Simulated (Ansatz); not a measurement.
# InP: a P atom hops into a vacancy

Aim: the barrier for P12 to jump 4.08 Å into the empty P site beside it, in a 2×2×2 supercell of InP with one P atom removed. The band relaxes its own ends first.

All numbers below are computed with Ansatz 0.2.0 (DFT PBE, plane waves, PAW, scalar-relativistic, no spin polarisation).

**1. The starting structure**

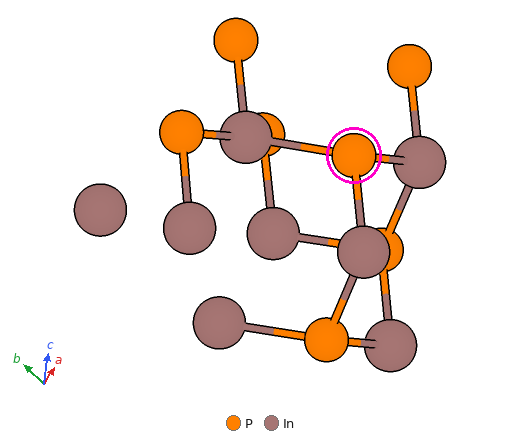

Start, viewed from a free direction; phosphorus orange, indium brown. Each atom of the cell is drawn once, at one copy chosen for all pictures, so bonds across the cell's faces may be missing. Ringed: P12.

The empty site lies at (4.34, 1.46, 10.14) Å, and P12 starts at (4.35, 4.34, 7.26) Å. All atoms were shaken by about 0.02 Å to break the symmetry.

Structure file:

```xyz
15
Lattice="0.0000 5.7931 5.7931 5.7931 0.0000 5.7931 5.7931 5.7931 0.0000" Properties=species:S:1:pos:R:3 pbc="T T T"
P     1.4382    1.4340    1.4345
In    0.0084   -0.0062    0.0341
P     4.3745    4.3426    1.4661
In    2.8760    2.8961    0.0034
P     4.3252    1.4475    4.3460
In    2.8808    0.0295    2.8909
P     7.2403    4.3368    4.3515
In    5.8142    2.9095    2.8983
P     1.4821    4.3525    4.3443
In    0.0189    2.9208    2.8900
In    2.8767    5.8131    2.8829
P     4.3479    4.3419    7.2562
In    2.9002    2.9072    5.7845
P     7.2474    7.2276    7.2315
In    5.7704    5.7789    5.7803
```

**2. Relaxing the ends and the band**

crystal.atoms is the first end and neb.final_atoms the second, which differs in P12 alone.

File input.yaml:

```yaml
crystal:
  lattice:
    - [0.0, 5.793116, 5.793116]
    - [5.793116, 0.0, 5.793116]
    - [5.793116, 5.793116, 0.0]
  atoms:
    - { symbol: P, position: [0.12345388, 0.12417549, 0.12407688] }
    - { symbol: In, position: [0.00168015, 0.0042009, -0.00275815] }
    - { symbol: P, position: [0.12377649, 0.12929469, 0.62582875] }
    - { symbol: In, position: [0.00202163, -0.00143719, 0.49789575] }
    - { symbol: P, position: [0.126728, 0.62348103, 0.12313438] }
    - { symbol: In, position: [0.00341976, 0.49560236, 0.00167964] }
    - { symbol: P, position: [0.12498093, 0.62617702, 0.62363216] }
    - { symbol: In, position: [-0.00055094, 0.50085959, 0.50277755] }
    - { symbol: P, position: [0.62269076, 0.12721217, 0.12862908] }
    - { symbol: In, position: [0.49989879, -0.00102368, 0.00428828] }
    - { symbol: In, position: [0.5022663, -0.0046209, 0.50118915] }
    - { symbol: P, position: [0.62576118, 0.62678793, 0.12373997] }
    - { symbol: In, position: [0.49986269, 0.49864497, 0.00198023] }
    - { symbol: P, position: [0.62242852, 0.62585929, 0.62518213] }
    - { symbol: In, position: [0.49963392, 0.49815184, 0.49791919] }
kpoints:
  mp_grid: { grid: [2, 2, 2] }
magnetization:
  spin_polarized: false
scf:
  occupations: { method: fermi_dirac, width: 0.1 }
hamiltonian:
  pseudopotentials: { kind: paw }
  xc: pbe
basis:
  ecutwfc: 420
neb:
  images: 3
  relax_end_points: true
  climbing: true
  f_tol: 0.05
  max_iterations: 40
  order_check: false
  final_atoms:
    - { symbol: P, position: [0.12345388, 0.12417549, 0.12407688] }
    - { symbol: In, position: [0.00168015, 0.0042009, -0.00275815] }
    - { symbol: P, position: [0.12377649, 0.12929469, 0.62582875] }
    - { symbol: In, position: [0.00202163, -0.00143719, 0.49789575] }
    - { symbol: P, position: [0.126728, 0.62348103, 0.12313438] }
    - { symbol: In, position: [0.00341976, 0.49560236, 0.00167964] }
    - { symbol: P, position: [0.12498093, 0.62617702, 0.62363216] }
    - { symbol: In, position: [-0.00055094, 0.50085959, 0.50277755] }
    - { symbol: P, position: [0.62269076, 0.12721217, 0.12862908] }
    - { symbol: In, position: [0.49989879, -0.00102368, 0.00428828] }
    - { symbol: In, position: [0.5022663, -0.0046209, 0.50118915] }
    - { symbol: P, position: [0.62710564, 1.12370015, -0.37434895] }
    - { symbol: In, position: [0.49986269, 0.49864497, 0.00198023] }
    - { symbol: P, position: [0.62242852, 0.62585929, 0.62518213] }
    - { symbol: In, position: [0.49963392, 0.49815184, 0.49791919] }
```

On the command line:

```console
ansatz run input.yaml --threads 4 --pin off --max-ram 8192MiB --backend cpu --events-out ev --progress --plain --runs-dir out
```

Output, cut to the lines that bear on the results:

```text
Warning: neb: disabling space-group detection — the band's intermediate images generally break the endpoint symmetry, so no spatial operation reduces the k-mesh or symmetrises the density, except that a semilocal band can use its path's symmetry ahead of convergence; time reversal is [...]
Warning: RAYON_NUM_THREADS=4 ignored (pool sized by the plan → 4); use --threads N
[...]
Pseudopotentials: kind: paw
Pseudopotential: P, paw, valence charge 5, recommended cutoff 420 eV (normal), P.paw.azcp
Pseudopotential: In, paw, valence charge 13, recommended cutoff 420 eV (normal), In.paw.azcp
Functional definition: PBE
[...]
parallel-image band execution: 3 concurrent image workers
NEB image 0
Crystal: 15 atoms, lattice volume = 388.836 Å³
Basis set: ecut = 420 eV, 7631 PW (Γ), exchange–correlation on 120×120×120 points (8 copies of the dense FFT grid, shifted against one another)
Bands: 85, of which v1, the nominal top of the filled ones, is band 70 counted from 1 (69 counted from 0)
Symmetry: 1 space group operations
k-points: 8
[...]
SCF iter   1: F=—  HF=-50073.133417 eV  |F-HF|=—  |Δ(HF+E_count)|=         —  Δρ=1.31e-3  dr2=9.79e-3  ethr=1.77e-3  ⟨swp⟩=8.2  Hψ=2928  notcnv=0
[...]
NSCF: frozen V_eff on 8 k-points
NEB image 4
[...]
NSCF: frozen V_eff on 8 k-points
NEB end point (image 0): max|allowed force component| = 8.180e-1 eV/Å (the criterion of neb.relax_end_points is 1.000e-2)
NEB end point (image 4): max|allowed force component| = 7.210e-1 eV/Å (the criterion of neb.relax_end_points is 1.000e-2)
NEB image 0, for its relaxation
[...]
NEB image 0, for its relaxation
[...]
NEB image 0, for its relaxation
[...]
SCF iter   7: F=—  HF=-50073.757362 eV  |F-HF|=—  |Δ(HF+E_count)|=   1.24e-6  Δρ=8.25e-6  dr2=7.16e-7  ethr=2.83e-9  ⟨swp⟩=2.0  Hψ=1106  notcnv=0  defer=35
```

**3. The log goes on**

The log, continued, cut to the lines that bear on the results:

```text
SCF iter   8: F=-50073.757363 eV  HF=-50073.757363 eV  |F-HF|=1.12e-8  |Δ(HF+E_count)|=   3.00e-7  Δρ=3.26e-6  dr2=8.59e-8  ethr=7.19e-11  ⟨swp⟩=3.8  Hψ=2806  notcnv=0
[...]
NEB image 0, for its relaxation
[...]
NEB image 0, for its relaxation
[...]
NEB image 0, for its relaxation
[...]
NEB image 0
[...]
NSCF: frozen V_eff on 8 k-points
NEB end point (image 0): relaxed in 41 SCF iterations, 0.641434 eV lower, largest move of an atom 0.360 Å; not tested for a saddle point
NEB image 4, for its relaxation
[...]
NEB image 4, for its relaxation
[...]
NEB image 4, for its relaxation
[...]
NEB image 4, for its relaxation
[...]
NEB image 4, for its relaxation
[...]
NEB image 4, for its relaxation
[...]
SCF iter   4: F=—  HF=-50073.778814 eV  |F-HF|=—  |Δ(HF+E_count)|=   1.34e-6  Δρ=7.79e-6  dr2=1.15e-6  ethr=6.06e-9  ⟨swp⟩=2.0  Hψ=775  notcnv=0  defer=34
```

**4. The output, continued**

Output, continued, cut to the lines that bear on the results:

```text
SCF iter   5: F=—  HF=-50073.778814 eV  |F-HF|=—  |Δ(HF+E_count)|=   1.32e-7  Δρ=3.23e-6  dr2=1.44e-7  ethr=8.26e-10  ⟨swp⟩=2.6  Hψ=1183  notcnv=0  defer=34
[...]
NEB image 4
[...]
NSCF: frozen V_eff on 8 k-points
NEB end point (image 4): relaxed in 41 SCF iterations, 0.606187 eV lower, largest move of an atom 0.353 Å; not tested for a saddle point
NEB image 1
[...]
NEB image 2
[...]
NEB image 3
[...]
SCF iter   9: F=-50063.659583 eV  HF=-50063.659583 eV  |F-HF|=8.26e-9  |Δ(HF+E_count)|=   9.67e-8  Δρ=2.14e-6  dr2=4.96e-8  ethr=7.19e-11  ⟨swp⟩=6.0  Hψ=2633  notcnv=0
[...]
NEB iter   1: max|band force component| = 1.682e2 eV/Å  barrier→ = 52.6258 eV  barrier← = 52.6258 eV  Δτ_max = 0.1979 Å  (57 SCF iters)
[...]
NEB iter   6: max|band force component| = 3.115e0 eV/Å  barrier→ = 1.4661 eV  barrier← = 1.4661 eV  Δτ_max = 0.1996 Å  (25 SCF iters)
[...]
    - { symbol: P, position: [0.12304410279653188, 0.6366560450435597, 0.11834226358273625] }
    - { symbol: In, position: [-0.018106776203422992, 0.5403589221704233, -0.025146724340005255] }
    - { symbol: P, position: [0.17645666727885367, 0.601403911012378, 0.5947153472333471] }
    - { symbol: In, position: [0.0016695163637388544, 0.4987214942149634, 0.4984820869767241] }
    - { symbol: P, position: [0.6109016376075705, 0.15290476362071745, 0.15746801144995975] }
    - { symbol: In, position: [0.4517767857354751, 0.048801362892027744, 0.04832651703787716] }
    - { symbol: In, position: [0.5028259228303371, -0.025527917494080177, 0.5412050269614437] }
    - { symbol: P, position: [0.6677936561079449, 0.8321993348447656, -0.1671602953051936] }
    - { symbol: In, position: [0.5045356505244338, 0.5375742972537556, -0.01801184191119576] }
    - { symbol: P, position: [0.6279712622810393, 0.5944067889229777, 0.6018115824210462] }
    - { symbol: In, position: [0.5631854309302196, 0.4360031984645475, 0.43828439692025506] }
```

Wall time 6.5 min (4 threads of Arm Neoverse V2, shared host); peak memory 1.8 GiB.

**5. What the band shows**

Images 0 and 4 are the ends. Energies count from image 0; the path length is the program's own measure over all atoms.

```
image  path (Å)  energy (eV)    P12 x y z (Å)  band force (eV/Å)
    0     0.000       0.0000   4.41 4.35 7.24                  -
    1     1.423       0.5796   4.14 3.82 7.78              0.030
   2*     2.847       1.0790   3.85 2.90 8.69              0.024
    3     4.285       0.5620   4.13 1.98 9.60              0.010
    4     5.723       0.0000  4.41 1.45 10.14                  -
```

The star marks the climbing image.

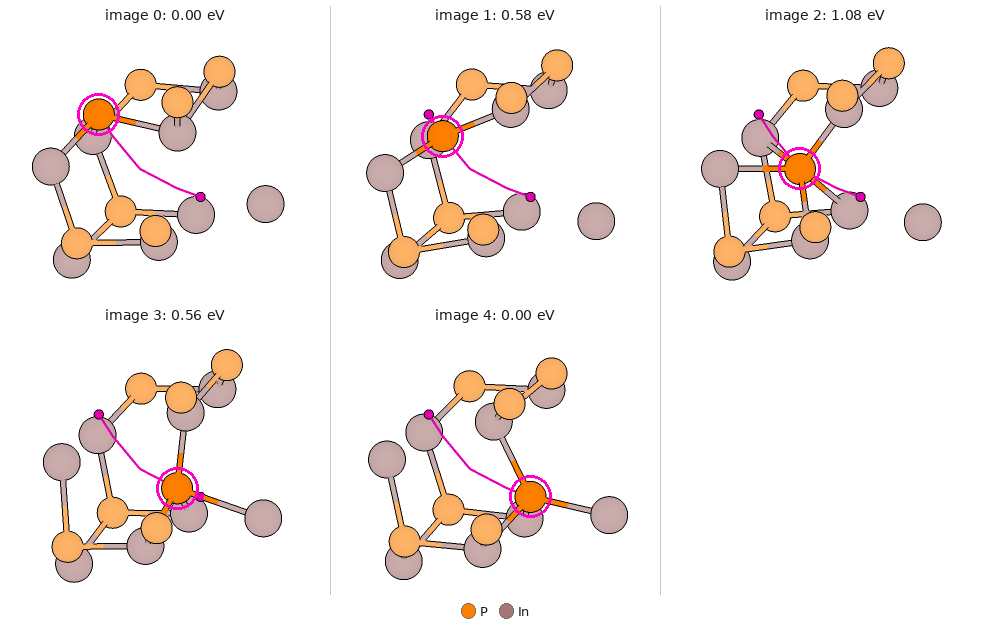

Snapshots along the band, viewed slightly off an axis. Ringed: P12. The magenta line is the track of the ringed atom over the whole band, with dots at its ends. Each atom of the cell is drawn once, at one copy chosen for all pictures, so bonds across the cell's faces may be missing; the others are paled. Sticks join atoms closer than a bonding distance in each image.

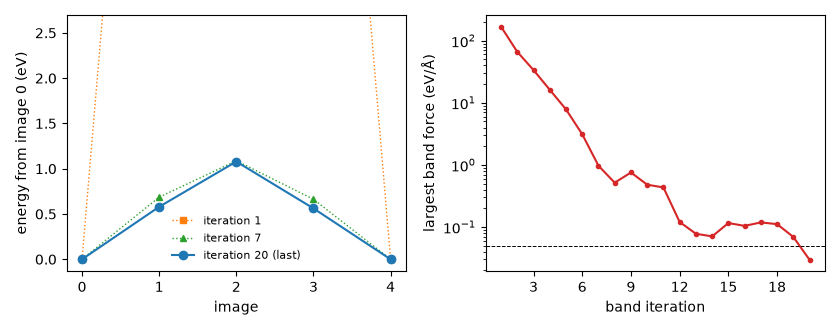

Left: energy of each image for early iterations and the last one (lines only join the points; early values far above the last band run off the scale). Right: the largest band force by iteration, with the threshold dashed.

The top of the band by iteration:

```
iteration  highest image above image 0 (eV)  largest band force (eV/Å)
        1                           52.6258                    168.247
        3                            9.1389                     33.690
        5                            2.3381                      7.837
        7                            1.0880                      0.969
        9                            1.1255                      0.755
       11                            1.1667                      0.434
       13                            1.1176                      0.078
       15                            1.0859                      0.116
       17                            1.0825                      0.119
       19                            1.0798                      0.069
       20                            1.0790                      0.030
```

Positions of all images (Å):

```xyz
15
Lattice="0.000 5.793 5.793 5.793 0.000 5.793 5.793 5.793 0.000" Properties=species:S:1:pos:R:3 pbc="T T T" image=0 dE=0.0000
P     1.450    1.513    1.449
In    0.029   -0.025    0.029
P     4.284    4.347    1.449
In    3.091    2.706   -0.193
P     4.346    1.451    4.345
In    2.870   -0.026    2.870
P     7.242    4.348    4.408
In    5.823    2.927    2.869
P     1.449    4.348    4.284
In   -0.191    2.707    3.089
In    3.090    5.989    3.090
P     4.408    4.348    7.242
In    2.870    2.927    5.822
P     7.242    7.182    7.242
In    5.599    5.991    5.599
15
Lattice="0.000 5.793 5.793 5.793 0.000 5.793 5.793 5.793 0.000" Properties=species:S:1:pos:R:3 pbc="T T T" image=1 dE=0.5796
P     1.715    1.360    1.379
In    0.071   -0.010    0.016
P     4.272    4.404    1.387
In    3.109    2.774   -0.323
P     4.381    1.434    4.363
In    2.836   -0.121    3.117
P     6.996    4.353    4.553
In    5.769    2.962    2.838
P     1.714    4.433    4.425
In    0.498    2.959    2.837
In    3.094    6.123    2.990
P     4.137    3.818    7.779
In    2.848    2.706    5.907
P     6.995    7.062    7.212
In    5.165    5.754    5.836
15
Lattice="0.000 5.793 5.793 5.793 0.000 5.793 5.793 5.793 0.000" Properties=species:S:1:pos:R:3 pbc="T T T" image=2 dE=1.0790
P     1.798    1.350    1.368
In    0.139    0.005   -0.001
P     4.379    4.400    1.394
In    3.012    2.985   -0.241
P     4.374    1.398    4.401
In    2.985   -0.251    3.025
P     6.929    4.467    4.506
In    5.777    2.897    2.899
P     1.798    4.451    4.425
In    0.563    2.897    2.900
In    2.987    6.048    2.765
P     3.853    2.900    8.690
In    3.010    2.818    6.037
P     6.930    7.124    7.081
In    5.065    5.802    5.788
15
Lattice="0.000 5.793 5.793 5.793 0.000 5.793 5.793 5.793 0.000" Properties=species:S:1:pos:R:3 pbc="T T T" image=3 dE=0.5620
P     1.713    1.366    1.366
In    0.066    0.022   -0.021
P     4.383    4.365    1.431
In    2.842    3.102   -0.112
P     4.257    1.394    4.407
In    3.102   -0.335    2.788
P     6.995    4.531    4.367
In    5.761    2.832    2.962
P     1.715    4.442    4.416
In    0.508    2.823    2.974
In    2.831    5.918    2.670
P     4.133    1.981    9.603
In    3.117    3.040    6.129
P     6.997    7.245    7.035
In    5.175    5.846    5.744
15
Lattice="0.000 5.793 5.793 5.793 0.000 5.793 5.793 5.793 0.000" Properties=species:S:1:pos:R:3 pbc="T T T" image=4 dE=0.0000
P     1.449    1.453    1.510
In    0.029    0.032   -0.028
P     4.346    4.349    1.448
In    2.870    2.872   -0.028
P     4.285    1.453    4.345
In    3.088   -0.187    2.705
P     7.242    4.411    4.345
In    5.822    2.873    2.924
P     1.449    4.287    4.344
In   -0.193    3.094    2.703
In    2.870    5.825    2.924
P     4.408    1.452   10.138
In    3.090    3.093    5.985
P     7.242    7.245    7.179
In    5.600    5.603    5.987
```

**6. Summary of results**

```
                    quantity                                                                   value
      relaxation of the ends  0.641 eV lower, moves up to 0.36 Å; 0.606 eV lower, moves up to 0.35 Å
            barrier forwards                                                                 1.08 eV
           barrier backwards                                                                 1.08 eV
second end relative to first                                                                0.000 eV
               highest image                                                   2 of 0 to 4, climbing
             band iterations                                                                      20
```

In words: The top lies 1.08 eV above the first end, or 42 kT at room temperature; with a typical attempt rate of 10^13 per second that is roughly 10^-5 events a second. Both ends agree in energy to 1 meV. The input switches the test of curvatures off, so the top was not shown to be a first-order saddle. The cell of 15 atoms is small, so the barrier is not converged with size. The k-mesh is coarse.
